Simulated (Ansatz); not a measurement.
# Two runs on BSiH₄SF

System: BSiH₄SF.
Method of run 1: RKS PBE-D4/def2-SVP (Ansatz 0.2.0).

The geometry comes from this level: PBE0-D4/def2-TZVP. Text and figures count atoms from 1; the logs count them from 0 in places.

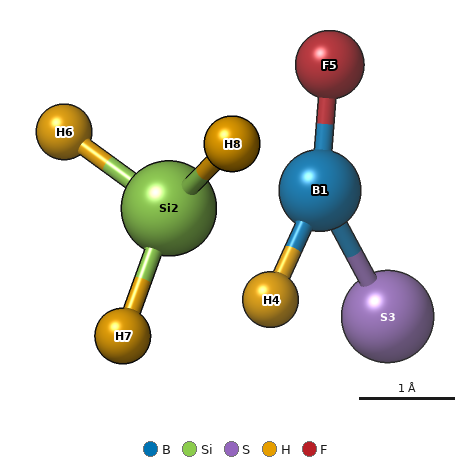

Fig. 1: The structure as given in the input (ball-and-stick view, seen at a tilt; atoms are numbered from 1 in the order of the input).

The input, run 1:
```yaml
crystal:
  periodic: [false, false, false]
  atoms:
    - {symbol: B, position_ang: [-0.854709, 0.918040, 0.070983]}
    - {symbol: Si, position_ang: [0.661683, -0.767445, 0.151687]}
    - {symbol: S, position_ang: [-1.259503, 1.769873, -1.349626]}
    - {symbol: H, position_ang: [-0.179192, 0.443009, -0.976578]}
    - {symbol: F, position_ang: [-1.205058, 0.937786, 1.350524]}
    - {symbol: H, position_ang: [-0.152035, -1.876776, 0.701922]}
    - {symbol: H, position_ang: [1.360223, -1.193176, -1.087553]}
    - {symbol: H, position_ang: [1.628591, -0.231310, 1.138642]}
basis:
  gaussian: {orbitals: def2-SVP}
hamiltonian: {xc: pbe, dispersion: d4}
```

Launched with:
```bash
ansatz run in.yaml --threads 4 --pin off --events-out ev --progress --plain --max-ram 9574MiB
```

Hardware: 4 threads of Arm Neoverse V2, 23 GiB of memory available, shared host.

Output (run 1):
```
Functional definition: PBE
  parameter kappa = 0.804
  parameter beta = 0.06672455060314922
  exchange = pbe_x(kappa = kappa, mu = beta*pi^2/3)
  correlation = pbe_c(beta = beta)
935 factors; their error is unknown
mean field evaluation 1: about -22148.4093 eV, gradient 2.8e1 eV
mean field evaluation 2: about -22145.9314 eV, gradient 4.7e1 eV
mean field evaluation 4: about -22150.2773 eV, gradient 4.5e0 eV
mean field evaluation 8: about -22150.3499 eV, gradient 1.0e-1 eV
mean field evaluation 16: about -22150.2822 eV, gradient 5.1e-5 eV
mean field -22150.28219453 eV, -814.0078566485 hartree, gradient 5.1e-5 eV, S^2 0.000000; 0 other end points of the search recorded, 0 dependent functions left out
reference -22150.28222506 eV, -814.0078577705 hartree; 24, 24 occupied and 60, 60 virtual orbitals, 935 factors
Total energy: -22150.44735248 eV, -814.0139260911 hartree
```

The input of run 2 differs as follows (lines with − go, lines with + come):
```diff
-    - {symbol: B, position_ang: [-0.854709, 0.918040, 0.070983]}
-    - {symbol: Si, position_ang: [0.661683, -0.767445, 0.151687]}
-    - {symbol: S, position_ang: [-1.259503, 1.769873, -1.349626]}
-    - {symbol: H, position_ang: [-0.179192, 0.443009, -0.976578]}
-    - {symbol: F, position_ang: [-1.205058, 0.937786, 1.350524]}
-    - {symbol: H, position_ang: [-0.152035, -1.876776, 0.701922]}
-    - {symbol: H, position_ang: [1.360223, -1.193176, -1.087553]}
-    - {symbol: H, position_ang: [1.628591, -0.231310, 1.138642]}
+    - {symbol: B, position_ang: [-0.725965, 0.709851, 0.291366]}
+    - {symbol: Si, position_ang: [0.633718, -0.794924, 0.366991]}
+    - {symbol: S, position_ang: [-1.159585, 1.605910, -1.208499]}
+    - {symbol: H, position_ang: [-0.329006, 0.926511, -2.013821]}
+    - {symbol: F, position_ang: [-1.359523, 1.089886, 1.396346]}
+    - {symbol: H, position_ang: [-0.008302, -2.047586, 0.850797]}
+    - {symbol: H, position_ang: [1.208931, -1.044104, -0.983014]}
+    - {symbol: H, position_ang: [1.739730, -0.445544, 1.299833]}
```

Predict how the results change.

With the same method and basis, run 2 lies 40.6 kcal/mol lower.

Output (run 2):
```
Functional definition: PBE
  parameter kappa = 0.804
  parameter beta = 0.06672455060314922
  exchange = pbe_x(kappa = kappa, mu = beta*pi^2/3)
  correlation = pbe_c(beta = beta)
935 factors; their error is unknown
mean field evaluation 1: about -22150.2440 eV, gradient 2.8e1 eV
mean field evaluation 2: about -22147.9275 eV, gradient 4.7e1 eV
mean field evaluation 4: about -22152.0949 eV, gradient 2.1e0 eV
mean field evaluation 8: about -22152.1073 eV, gradient 5.4e-2 eV
mean field -22152.04173646 eV, -814.0725186217 hartree, gradient 3.7e-5 eV, S^2 0.000000; 0 other end points of the search recorded, 0 dependent functions left out
reference -22152.04176803 eV, -814.0725197821 hartree; 24, 24 occupied and 60, 60 virtual orbitals, 935 factors
Total energy: -22152.20877613 eV, -814.0786572165 hartree
```

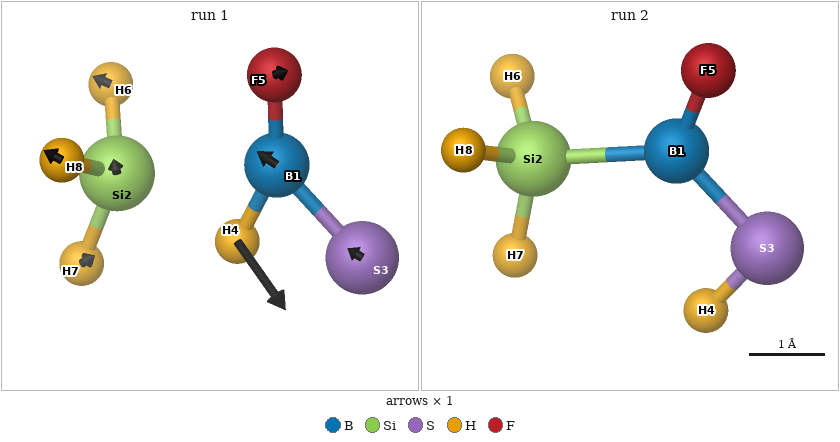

Fig. 2: The two input geometries at one scale (ball-and-stick view, seen at a tilt). The black arrows on the first give the shifts of the atoms after the best rigid fit, at true length. The largest move after the best rigid fit is that of H4, 1.15 Å. By element the largest moves are H 1.15 Å, B 0.33 Å, S 0.24 Å, F 0.22 Å, Si 0.22 Å. Among the contacts that change: B1–H4 1.334 → 2.349 Å, S3–H4 1.751 → 1.342 Å, B1–Si2 2.269 → 2.029 Å, B1–S3 1.705 → 1.800 Å.

The two runs side by side:

| quantity | run 1 | run 2 |
| --- | --- | --- |
| outcome | converged | converged |
| total energy (hartree) | −814.013926 | −814.078657 |
| basis functions | 84 | 84 |
